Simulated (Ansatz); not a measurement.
Breaking the Te1–Te2 bond in Te2 (multiplicity 3 held). Energies count from the point at 2.575 Å.


Restricted levels (R-, RO-) in cc, def2 and unpolarised 6-31G sets keep to the state of the molecule at rest. Unrestricted levels (U-) break spin symmetry where that is lower. Active spaces are followed from rest. Curves can end on different states.

Cores are frozen in the correlated methods. Filled d and f shells under p-block atoms count as core.

Codes used: Ansatz (Gaussian orbitals). Each number belongs to the level named beside it. In def2 rows elements past Kr take small-core potentials, without spin–orbit coupling.

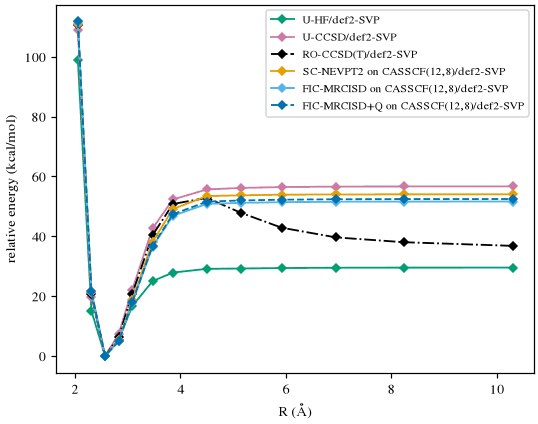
Figure: Relative energy along the coordinate

### Question
Read off the U-HF/def2-SVP curve at R = 3.476.

### Answer
about 25 kcal/mol

Doubts at one or more of the structures used: a spin-contaminated determinant (U-HF/def2-SVP, U-CCSD/def2-SVP); T1 above 0.05 (U-CCSD/def2-SVP, RO-CCSD(T)/def2-SVP); the program's own flag: large difference (U-CCSD/def2-SVP); a restricted determinant that unrestricted orbitals would lower (RO-CCSD(T)/def2-SVP); other coupled-cluster roots lie near (RO-CCSD(T)/def2-SVP).

Ansatz is a program for electronic structure.
